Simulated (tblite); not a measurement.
C₆H₂₀F₂O₂Si₄: geometry relaxation (part 2 of 2)

C₆H₂₀F₂O₂Si₄; GFN2-xTB geometry optimisation, gas phase (tblite 0.8.0). 

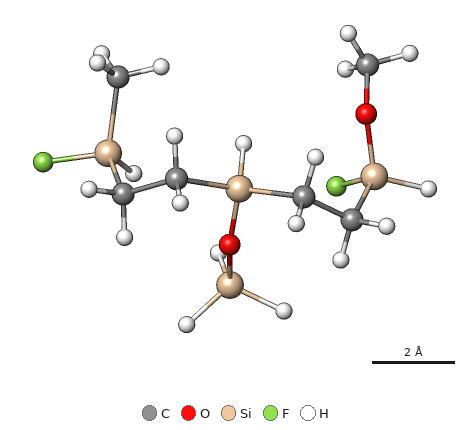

*The geometry at step 234 of the log (ball-and-stick view, seen on its broad side).*

**Trajectory as extended XYZ, continued**
```
34
Properties=species:S:1:pos:R:3:forces:R:3 step=100 energy=-1301.65710
C    -3.6395    1.9164    1.6762   -0.0040   0.0080   0.0110
O    -3.2479    1.4700    0.4052    0.0110  -0.0130   0.0160
Si   -3.3813    0.0018   -0.2491   -0.0260  -0.0070   0.0060
F    -2.8435   -1.0735    0.8350    0.0060  -0.0070   0.0030
C    -2.3329    0.0450   -1.8136    0.0170   0.0110  -0.0090
C    -0.9832    0.7522   -1.6743    0.0550   0.0060   0.0180
Si    0.2287   -0.1980   -0.5603    0.0030  -0.0330   0.0250
C     1.9792    0.5225   -0.7374   -0.0390   0.0070   0.0010
C     3.0406   -0.3535   -0.0712   -0.0070   0.0140  -0.0080
Si    2.9373   -0.4177    1.8212    0.0060  -0.0030   0.0040
C     2.8099    1.3060    2.6058   -0.0060  -0.0030   0.0000
F     4.3553   -1.0390    2.3239    0.0200   0.0010  -0.0080
O     0.2793   -1.7463   -1.0638   -0.0100   0.0060   0.0040
Si    0.4935   -3.0212   -2.0381   -0.0010   0.0220   0.0180
H    -4.7196    2.0757    1.7067    0.0100  -0.0050  -0.0150
H    -3.1290    2.8609    1.8677   -0.0090  -0.0130   0.0090
H    -3.3690    1.1895    2.4436    0.0050   0.0160  -0.0060
H    -4.7535   -0.4544   -0.4368   -0.0130   0.0140  -0.0100
H    -2.1605   -0.9835   -2.1299   -0.0090  -0.0120  -0.0090
H    -2.9043    0.5196   -2.6129   -0.0330   0.0020  -0.0150
H    -0.5471    0.8716   -2.6699   -0.0050   0.0040  -0.0200
H    -1.1411    1.7568   -1.2844   -0.0290   0.0090   0.0050
H    -0.1852   -0.3009    0.8416    0.0100   0.0180  -0.0580
H     2.0243    1.5284   -0.3204   -0.0020   0.0120  -0.0010
H     2.2172    0.6206   -1.8004    0.0180  -0.0010   0.0150
H     2.9487   -1.3653   -0.4701    0.0130  -0.0080   0.0130
H     4.0348   -0.0011   -0.3625    0.0180   0.0120   0.0170
H     1.9665   -1.3635    2.3561    0.0040   0.0000   0.0090
H     1.8167    1.7270    2.4853   -0.0010  -0.0120  -0.0220
H     3.5195    2.0021    2.1644   -0.0040  -0.0150   0.0030
H     3.0192    1.2618    3.6711    0.0070  -0.0080  -0.0080
H     1.8616   -2.9781   -2.5585    0.0090  -0.0050   0.0050
H     0.2519   -4.1801   -1.1864   -0.0020  -0.0110   0.0050
H    -0.4599   -2.9222   -3.1460   -0.0130  -0.0070   0.0040
34
Properties=species:S:1:pos:R:3:forces:R:3 step=134 energy=-1301.67633
C    -3.5400    1.7829    1.7024    0.0030  -0.0220  -0.0190
O    -3.0749    1.3484    0.4526    0.0100  -0.0070  -0.0120
Si   -3.2956   -0.0418   -0.3327   -0.0200   0.0010   0.0350
F    -2.7711   -1.2556    0.6022   -0.0080   0.0240   0.0130
C    -2.2805    0.1035   -1.9144   -0.0150  -0.0030   0.0170
C    -0.9589    0.8638   -1.7792    0.0140  -0.0060   0.0030
Si    0.2502    0.0008   -0.5925   -0.0020  -0.0230   0.0180
C     2.0123    0.6862   -0.7932   -0.0130   0.0070   0.0010
C     3.0854   -0.2277   -0.1980   -0.0010   0.0140   0.0070
Si    2.9535   -0.4988    1.6752   -0.0040  -0.0170  -0.0220
C     2.6465    1.1173    2.6190    0.0130  -0.0190  -0.0160
F     4.4243   -1.0172    2.1503   -0.0280  -0.0060  -0.0190
O     0.2737   -1.5812   -0.9582    0.0180  -0.0160  -0.0120
Si    0.3535   -3.0495   -1.6304   -0.0030   0.0110   0.0310
H    -4.5741    2.1238    1.6146    0.0150   0.0040   0.0220
H    -2.9074    2.6127    2.0213   -0.0320  -0.0170   0.0010
H    -3.4929    0.9815    2.4415    0.0160   0.0110  -0.0140
H    -4.6951   -0.4156   -0.5109    0.0130   0.0150  -0.0250
H    -2.0664   -0.9093   -2.2560   -0.0090   0.0000  -0.0140
H    -2.8884    0.5670   -2.6939    0.0040   0.0080  -0.0020
H    -0.5148    0.9570   -2.7735    0.0220   0.0270  -0.0090
H    -1.1580    1.8761   -1.4290   -0.0300  -0.0040  -0.0090
H    -0.1820    0.0471    0.8082    0.0170  -0.0020  -0.0170
H     2.0737    1.6692   -0.3257    0.0140   0.0040   0.0160
H     2.2340    0.8432   -1.8518   -0.0040  -0.0160  -0.0070
H     3.0372   -1.1947   -0.7030   -0.0160   0.0210   0.0160
H     4.0738    0.1850   -0.4251    0.0000  -0.0020  -0.0020
H     2.0698   -1.5826    2.0880    0.0240   0.0070  -0.0060
H     1.6138    1.4390    2.5295    0.0200  -0.0020   0.0080
H     3.2779    1.9193    2.2444   -0.0050   0.0100   0.0160
H     2.8707    0.9921    3.6744   -0.0220   0.0210   0.0030
H     1.6849   -3.1814   -2.2249    0.0160  -0.0150  -0.0050
H     0.1257   -3.9934   -0.5422    0.0050  -0.0100   0.0040
H    -0.6739   -3.1375   -2.6712   -0.0110   0.0020  -0.0020
34
Properties=species:S:1:pos:R:3:forces:R:3 step=167 energy=-1301.69449
C    -3.4576    1.6363    1.7192    0.0060   0.0070   0.0090
O    -3.0313    1.3303    0.4180   -0.0110   0.0120   0.0160
Si   -3.3182    0.0156   -0.4693   -0.0080   0.0020   0.0100
F    -2.9231   -1.2828    0.4142    0.0310  -0.0150   0.0120
C    -2.2395    0.1706   -2.0067    0.0080  -0.0100  -0.0090
C    -0.9289    0.9371   -1.8173    0.0030   0.0010   0.0130
Si    0.2765    0.0733   -0.6263   -0.0220  -0.0060  -0.0040
C     2.0115    0.8267   -0.8220   -0.0180   0.0040   0.0090
C     3.1258   -0.0875   -0.3138    0.0060  -0.0040   0.0180
Si    3.0019   -0.5339    1.5246    0.0040  -0.0190   0.0050
C     2.5524    0.9530    2.6119   -0.0080  -0.0120  -0.0010
F     4.5045   -0.9837    1.9663   -0.0040  -0.0070   0.0020
O     0.3797   -1.4985   -1.0185   -0.0060  -0.0020  -0.0250
Si    0.2714   -3.0980   -1.2403    0.0120  -0.0020   0.0050
H    -4.4979    1.9680    1.7088   -0.0020  -0.0160  -0.0120
H    -2.8278    2.4418    2.0964    0.0140   0.0110  -0.0050
H    -3.3688    0.7684    2.3736    0.0000  -0.0050  -0.0030
H    -4.7328   -0.2328   -0.7214   -0.0110  -0.0020  -0.0160
H    -2.0095   -0.8375   -2.3501   -0.0010  -0.0280  -0.0170
H    -2.8206    0.6374   -2.8041    0.0020   0.0150  -0.0080
H    -0.4577    1.0737   -2.7950   -0.0230  -0.0040   0.0140
H    -1.1548    1.9335   -1.4384    0.0050   0.0100  -0.0140
H    -0.1744    0.1121    0.7707    0.0060  -0.0030  -0.0260
H     2.0540    1.7769   -0.2898   -0.0020   0.0140   0.0200
H     2.1998    1.0638   -1.8719    0.0080  -0.0180  -0.0100
H     3.1140   -1.0063   -0.9020   -0.0120  -0.0080   0.0020
H     4.0952    0.3830   -0.5036    0.0130   0.0100  -0.0030
H     2.2051   -1.7181    1.8255    0.0120   0.0100  -0.0100
H     1.5273    1.2650    2.4425   -0.0030   0.0120  -0.0030
H     3.1960    1.8060    2.4116    0.0060  -0.0080   0.0100
H     2.6527    0.7066    3.6649    0.0180   0.0130   0.0070
H     1.5352   -3.4940   -1.8674   -0.0110   0.0190   0.0110
H     0.0860   -3.7286    0.0636    0.0010   0.0200   0.0040
H    -0.8594   -3.3477   -2.1359   -0.0130   0.0100  -0.0010
34
Properties=species:S:1:pos:R:3:forces:R:3 step=201 energy=-1301.70503
C    -3.4115    1.5743    1.7027    0.0070   0.0070  -0.0010
O    -3.0472    1.3007    0.3758   -0.0100  -0.0060   0.0000
Si   -3.2703   -0.0315   -0.5036   -0.0030   0.0020  -0.0060
F    -2.7649   -1.2951    0.3770   -0.0030   0.0020  -0.0150
C    -2.2411    0.1956   -2.0673   -0.0040  -0.0030   0.0050
C    -0.9399    0.9807   -1.8833   -0.0110  -0.0020   0.0000
Si    0.2694    0.1207   -0.6951   -0.0150  -0.0020  -0.0020
C     2.0063    0.8803   -0.8203    0.0020  -0.0060   0.0050
C     3.1083   -0.0567   -0.3262    0.0100  -0.0090   0.0120
Si    2.9824   -0.5581    1.4981   -0.0040  -0.0090   0.0050
C     2.5563    0.8890    2.6476    0.0070  -0.0050  -0.0110
F     4.4831   -1.0371    1.9158   -0.0070  -0.0070   0.0000
O     0.3851   -1.4330   -1.1526    0.0100   0.0000   0.0110
Si    0.2070   -3.0425   -1.0969    0.0070  -0.0030   0.0060
H    -4.4546    1.8952    1.7480    0.0040  -0.0180  -0.0070
H    -2.7710    2.3799    2.0623   -0.0020   0.0040   0.0090
H    -3.2816    0.6947    2.3346    0.0000   0.0090  -0.0080
H    -4.6704   -0.3742   -0.7312    0.0130  -0.0050   0.0090
H    -2.0014   -0.7966   -2.4510   -0.0020   0.0050  -0.0040
H    -2.8509    0.6795   -2.8332    0.0090  -0.0030   0.0040
H    -0.4750    1.1193   -2.8632   -0.0030   0.0020   0.0050
H    -1.1763    1.9759   -1.5080    0.0020  -0.0020   0.0040
H    -0.1958    0.1330    0.6972    0.0020   0.0020   0.0010
H     2.0367    1.8079   -0.2483    0.0030   0.0110  -0.0100
H     2.2183    1.1534   -1.8566    0.0060   0.0110   0.0010
H     3.0905   -0.9593   -0.9394   -0.0040  -0.0060   0.0030
H     4.0836    0.4091   -0.4986    0.0040   0.0110  -0.0020
H     2.1769   -1.7435    1.7677    0.0020   0.0000  -0.0140
H     1.5312    1.2154    2.5062    0.0090   0.0040   0.0050
H     3.2046    1.7436    2.4715    0.0020   0.0060  -0.0030
H     2.6751    0.6019    3.6886   -0.0070   0.0070  -0.0010
H     1.4321   -3.5667   -1.7041   -0.0080   0.0080   0.0010
H     0.0673   -3.4538    0.2970   -0.0070  -0.0030  -0.0050
H    -0.9757   -3.3726   -1.8934   -0.0060   0.0000   0.0030
34
Properties=species:S:1:pos:R:3:forces:R:3 step=234 energy=-1301.71002
C    -3.4117    1.5296    1.6802   -0.0020   0.0000  -0.0090
O    -3.0694    1.2583    0.3476    0.0020   0.0020   0.0030
Si   -3.2431   -0.0847   -0.5254    0.0060   0.0120   0.0040
F    -2.6881   -1.3308    0.3494    0.0060   0.0030  -0.0030
C    -2.2261    0.2008   -2.0868    0.0110   0.0030  -0.0020
C    -0.9363    1.0000   -1.8826    0.0090   0.0000   0.0040
Si    0.2767    0.1506   -0.6892   -0.0040  -0.0020   0.0030
C     2.0174    0.9024   -0.8150   -0.0080  -0.0010  -0.0040
C     3.1152   -0.0426   -0.3244   -0.0060   0.0100  -0.0090
Si    2.9473   -0.5767    1.4864    0.0040   0.0020  -0.0190
C     2.6070    0.8921    2.6365    0.0010   0.0030   0.0050
F     4.4062   -1.1636    1.9115    0.0150   0.0010   0.0000
O     0.4049   -1.4116   -1.1127   -0.0050   0.0350   0.0000
Si    0.1425   -3.0088   -1.0368   -0.0200  -0.0190   0.0040
H    -4.4852    1.7091    1.7646   -0.0090  -0.0100   0.0060
H    -2.8706    2.4252    1.9866   -0.0010   0.0010  -0.0010
H    -3.1374    0.6975    2.3295   -0.0050  -0.0080   0.0040
H    -4.6257   -0.4890   -0.7509   -0.0100   0.0020   0.0060
H    -1.9752   -0.7746   -2.5035    0.0060  -0.0060  -0.0040
H    -2.8444    0.7023   -2.8339   -0.0030  -0.0080  -0.0110
H    -0.4662    1.1609   -2.8563   -0.0020  -0.0090  -0.0010
H    -1.1909    1.9866   -1.4963    0.0030   0.0000   0.0070
H    -0.1918    0.1937    0.7027    0.0020  -0.0010  -0.0070
H     2.0496    1.8264   -0.2368    0.0090   0.0030  -0.0070
H     2.2320    1.1839   -1.8485    0.0040   0.0010   0.0000
H     3.1100   -0.9321   -0.9567   -0.0030   0.0040   0.0120
H     4.0905    0.4326   -0.4716    0.0020  -0.0100   0.0020
H     2.0660   -1.7122    1.7243   -0.0070  -0.0040   0.0060
H     1.6011    1.2746    2.4987   -0.0070   0.0010   0.0000
H     3.2990    1.7103    2.4532    0.0080  -0.0010   0.0030
H     2.7133    0.6042    3.6780    0.0020   0.0000   0.0120
H     1.3266   -3.5914   -1.6681    0.0100   0.0000  -0.0110
H     0.0175   -3.4009    0.3636   -0.0100  -0.0040   0.0020
H    -1.0745   -3.2925   -1.7993    0.0000  -0.0030   0.0060
34
Properties=species:S:1:pos:R:3:forces:R:3 step=268 energy=-1301.71301
C    -3.4535    1.4883    1.6732   -0.0030   0.0000   0.0010
O    -3.0917    1.2516    0.3387   -0.0070  -0.0030  -0.0010
Si   -3.2319   -0.0922   -0.5407    0.0000  -0.0010  -0.0010
F    -2.6625   -1.3263    0.3423    0.0000  -0.0010  -0.0060
C    -2.2053    0.1980   -2.0955   -0.0050  -0.0030   0.0030
C    -0.9279    1.0145   -1.8828   -0.0050   0.0010   0.0000
Si    0.2815    0.1733   -0.6807    0.0000   0.0010   0.0040
C     2.0313    0.8999   -0.8241    0.0010  -0.0010   0.0010
C     3.1161   -0.0530   -0.3206    0.0010   0.0020  -0.0030
Si    2.9505   -0.5653    1.4969    0.0020   0.0010  -0.0100
C     2.6762    0.9140    2.6516    0.0010   0.0030   0.0010
F     4.3956   -1.1971    1.9059    0.0010  -0.0030  -0.0020
O     0.3899   -1.3955   -1.0831   -0.0020   0.0050   0.0010
Si    0.0827   -2.9865   -1.0330    0.0000  -0.0020   0.0010
H    -4.5402    1.5111    1.7750    0.0010   0.0050   0.0000
H    -3.0408    2.4549    1.9629   -0.0050  -0.0030  -0.0020
H    -3.0545    0.7097    2.3250   -0.0020  -0.0020  -0.0030
H    -4.6083   -0.5183   -0.7708    0.0080   0.0040   0.0000
H    -1.9357   -0.7781   -2.4993   -0.0010   0.0000  -0.0020
H    -2.8222    0.6813   -2.8559    0.0010   0.0040   0.0060
H    -0.4533    1.1800   -2.8533    0.0030  -0.0020  -0.0020
H    -1.1969    1.9975   -1.4975    0.0020   0.0060   0.0010
H    -0.1843    0.2425    0.7109    0.0050   0.0000   0.0010
H     2.0803    1.8338   -0.2634    0.0010  -0.0010   0.0000
H     2.2472    1.1590   -1.8633    0.0010   0.0000   0.0030
H     3.0947   -0.9524   -0.9386    0.0000   0.0000   0.0060
H     4.0985    0.4036   -0.4784    0.0010  -0.0030   0.0010
H     2.0308   -1.6668    1.7514    0.0040  -0.0030   0.0040
H     1.6953    1.3536    2.5034   -0.0030   0.0030  -0.0010
H     3.4167    1.6922    2.4848    0.0040   0.0040  -0.0060
H     2.7518    0.6142    3.6927   -0.0010  -0.0030   0.0050
H     1.2442   -3.5836   -1.6937    0.0000  -0.0020   0.0000
H    -0.0380   -3.3976    0.3622    0.0000  -0.0020  -0.0010
H    -1.1498   -3.2306   -1.7843   -0.0010  -0.0030   0.0030
34
Properties=species:S:1:pos:R:3:forces:R:3 step=301 energy=-1301.71405
C    -3.5113    1.4639    1.6702    0.0020  -0.0010  -0.0080
O    -3.1291    1.2440    0.3383   -0.0010   0.0000  -0.0060
Si   -3.2328   -0.0922   -0.5569    0.0000  -0.0050   0.0030
F    -2.6515   -1.3262    0.3178   -0.0020  -0.0020   0.0070
C    -2.1976    0.2272   -2.0998    0.0000   0.0000   0.0000
C    -0.9153    1.0309   -1.8692    0.0010   0.0000   0.0020
Si    0.2824    0.1769   -0.6630   -0.0070   0.0040   0.0020
C     2.0385    0.8864   -0.8221   -0.0060  -0.0060  -0.0020
C     3.1208   -0.0731   -0.3262    0.0000   0.0000   0.0020
Si    2.9818   -0.5633    1.4991   -0.0020  -0.0020   0.0010
C     2.7152    0.9285    2.6400   -0.0010  -0.0040  -0.0050
F     4.4341   -1.1884    1.8934   -0.0060   0.0030   0.0020
O     0.3705   -1.3953   -1.0555    0.0010   0.0070  -0.0020
Si    0.0618   -2.9864   -1.0129    0.0000   0.0080   0.0010
H    -4.5992    1.4681    1.7591   -0.0030  -0.0040  -0.0030
H    -3.1195    2.4353    1.9717    0.0020   0.0050   0.0020
H    -3.1060    0.6878    2.3210   -0.0050  -0.0050  -0.0020
H    -4.5972   -0.5427   -0.8098   -0.0020   0.0050   0.0030
H    -1.9339   -0.7419   -2.5239    0.0020  -0.0010   0.0010
H    -2.8096    0.7312   -2.8505    0.0000   0.0010  -0.0030
H    -0.4300    1.1973   -2.8346   -0.0060   0.0040   0.0010
H    -1.1803    2.0145   -1.4821    0.0060  -0.0020   0.0050
H    -0.1799    0.2615    0.7291    0.0060  -0.0040  -0.0010
H     2.1012    1.8227   -0.2664    0.0010  -0.0060  -0.0070
H     2.2456    1.1380   -1.8649    0.0050   0.0070   0.0040
H     3.0791   -0.9796   -0.9325    0.0000   0.0020  -0.0030
H     4.1052    0.3705   -0.5058    0.0050  -0.0010   0.0000
H     2.0680   -1.6637    1.7796    0.0030  -0.0020   0.0010
H     1.7397    1.3758    2.4788    0.0020   0.0020   0.0050
H     3.4646    1.6981    2.4719   -0.0010  -0.0040   0.0010
H     2.7782    0.6361    3.6843    0.0030   0.0060  -0.0050
H     1.2143   -3.5810   -1.6919    0.0020  -0.0030   0.0000
H    -0.0412   -3.4053    0.3811    0.0030  -0.0020   0.0050
H    -1.1801   -3.2259   -1.7492   -0.0020   0.0010  -0.0020
34
Properties=species:S:1:pos:R:3:forces:R:3 step=335 energy=-1301.71533
C    -3.6142    1.4367    1.6483   -0.0010  -0.0010  -0.0010
O    -3.1842    1.2355    0.3280    0.0000  -0.0040   0.0030
Si   -3.2343   -0.1027   -0.5695   -0.0020  -0.0010   0.0040
F    -2.6433   -1.3184    0.3242   -0.0020  -0.0010  -0.0010
C    -2.1791    0.2529   -2.0902    0.0010   0.0010   0.0030
C    -0.9097    1.0663   -1.8243    0.0050   0.0030   0.0030
Si    0.2953    0.1847   -0.6452   -0.0070  -0.0040   0.0040
C     2.0626    0.8605   -0.8255   -0.0090  -0.0010   0.0000
C     3.1297   -0.1161   -0.3299   -0.0040  -0.0010   0.0010
Si    3.0087   -0.5668    1.5069    0.0000   0.0010   0.0060
C     2.7807    0.9583    2.6119    0.0010  -0.0020  -0.0020
F     4.4567   -1.2041    1.8969   -0.0020   0.0040   0.0010
O     0.3515   -1.3845   -1.0538    0.0020  -0.0020  -0.0030
Si    0.0436   -2.9755   -1.0058    0.0000   0.0030  -0.0020
H    -4.7048    1.4483    1.6949   -0.0040   0.0020  -0.0030
H    -3.2267    2.3996    1.9808    0.0010   0.0020   0.0030
H    -3.2418    0.6458    2.3008    0.0020   0.0020   0.0000
H    -4.5818   -0.5867   -0.8505    0.0020   0.0000  -0.0010
H    -1.8987   -0.7051   -2.5283    0.0020   0.0020  -0.0030
H    -2.7849    0.7656   -2.8400   -0.0020  -0.0030  -0.0010
H    -0.4251    1.2785   -2.7808    0.0020  -0.0020   0.0010
H    -1.1903    2.0298   -1.3995    0.0020   0.0030  -0.0010
H    -0.1441    0.2629    0.7549   -0.0020   0.0000  -0.0050
H     2.1468    1.7999   -0.2785    0.0070   0.0010  -0.0040
H     2.2655    1.0997   -1.8721    0.0040   0.0010   0.0010
H     3.0560   -1.0315   -0.9193    0.0000  -0.0040  -0.0040
H     4.1222    0.2989   -0.5325    0.0000   0.0050   0.0000
H     2.0859   -1.6488    1.8270   -0.0020   0.0030  -0.0020
H     1.8037    1.4072    2.4641    0.0050   0.0010   0.0030
H     3.5299    1.7173    2.4000   -0.0030  -0.0010   0.0010
H     2.8710    0.6985    3.6628    0.0020  -0.0030  -0.0060
H     1.1781   -3.5706   -1.7148   -0.0020  -0.0020   0.0030
H    -0.0224   -3.3954    0.3905    0.0010  -0.0030  -0.0030
H    -1.2159   -3.2109   -1.7137    0.0040   0.0000   0.0050
34
Properties=species:S:1:pos:R:3:forces:R:3 step=369 energy=-1301.71559
C    -3.6455    1.4356    1.6444    0.0000   0.0010   0.0020
O    -3.1876    1.2300    0.3344   -0.0010   0.0000  -0.0010
Si   -3.2346   -0.1040   -0.5692    0.0000   0.0000  -0.0010
F    -2.6471   -1.3248    0.3197   -0.0010   0.0010   0.0000
C    -2.1759    0.2610   -2.0854   -0.0010  -0.0010   0.0000
C    -0.9062    1.0719   -1.8139   -0.0020   0.0000  -0.0010
Si    0.2979    0.1808   -0.6418    0.0000   0.0020  -0.0010
C     2.0650    0.8543   -0.8300    0.0010   0.0000   0.0000
C     3.1321   -0.1212   -0.3325   -0.0010   0.0000   0.0020
Si    3.0123   -0.5641    1.5062    0.0010  -0.0020   0.0010
C     2.8010    0.9640    2.6101    0.0010  -0.0020  -0.0010
F     4.4556   -1.2120    1.8954    0.0020   0.0000   0.0000
O     0.3513   -1.3868   -1.0572   -0.0010   0.0010   0.0010
Si    0.0471   -2.9784   -1.0052    0.0000   0.0000   0.0000
H    -4.7367    1.4569    1.6657   -0.0020   0.0000   0.0000
H    -3.2574    2.3952    1.9858    0.0010   0.0020   0.0000
H    -3.2947    0.6424    2.3059    0.0000  -0.0020  -0.0010
H    -4.5809   -0.5867   -0.8587    0.0030   0.0000   0.0000
H    -1.8948   -0.6942   -2.5291    0.0000   0.0000   0.0000
H    -2.7811    0.7777   -2.8331    0.0000   0.0000   0.0010
H    -0.4212    1.2896   -2.7690    0.0010  -0.0010  -0.0010
H    -1.1849    2.0332   -1.3830   -0.0020   0.0000   0.0000
H    -0.1377    0.2556    0.7594   -0.0020  -0.0010  -0.0010
H     2.1536    1.7967   -0.2889    0.0000   0.0000   0.0010
H     2.2657    1.0873   -1.8784    0.0010   0.0010  -0.0010
H     3.0568   -1.0388   -0.9185    0.0020   0.0010   0.0010
H     4.1244    0.2930   -0.5380   -0.0010   0.0000   0.0010
H     2.0806   -1.6369    1.8311   -0.0010   0.0010  -0.0010
H     1.8225    1.4138    2.4769    0.0020   0.0000   0.0010
H     3.5473    1.7225    2.3869    0.0000  -0.0010  -0.0010
H     2.9072    0.7042    3.6595    0.0000   0.0000  -0.0010
H     1.1748   -3.5728   -1.7253    0.0000   0.0000  -0.0010
H    -0.0022   -3.3999    0.3913    0.0010   0.0000   0.0010
H    -1.2200   -3.2156   -1.6979    0.0000   0.0000   0.0000
```

**Summary**

```json
{"quantity": "outcome", "value": "converged"}
{"quantity": "total energy", "value": "−1301.7156 eV"}
{"quantity": "hardware", "value": "1 CPU thread, shared host"}
{"quantity": "wall time", "value": "12 s"}
{"quantity": "peak memory", "value": "0.28 GiB"}
```
